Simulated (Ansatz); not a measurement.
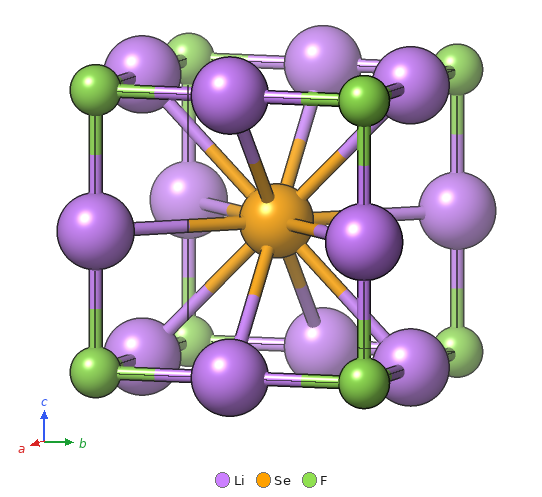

We look at a ball-and-stick model of the crystal slightly off an axis. The wireframe shows the conventional unit cell.

Li3SeF, cubic antiperovskite, space group Pm-3m (No. 221), a = 3.997 Å, b = 3.997 Å, c = 3.997 Å, α = 90.00°, β = 90.00°, γ = 90.00°. It goes back to a structure type filled with these elements by a generator (whether the compound takes this form wasn't checked). Earlier steps of the study may have refined or changed the cell and positions. An electronic-structure calculation with Ansatz was run on it.

This one geometry was computed with Ansatz (DFT, plane waves, PAW) at three levels of theory: HSE06, PBE and r2SCAN.

Question: How does the band gap change with the level of theory?

Answer: PBE: a gap of 3.74 eV, indirect; r2SCAN: a gap of 4.58 eV, indirect; HSE06: a gap of 4.82 eV, indirect.

Question: Collect the results in a table.

Answer:
| level | cutoff (eV) | k-mesh of the run's cell | gap (eV) | pressure (GPa) |
| --- | --- | --- | --- | --- |
| HSE06 | 420 | 4×4×4 | 4.82 | -1.3 |
| PBE | 420 | 6×6×6 | 3.74 | 0.0 |
| r2SCAN | 500 | 6×6×6 | 4.58 | -1.3 |

Gaps are taken on the k-mesh or band path of each run.
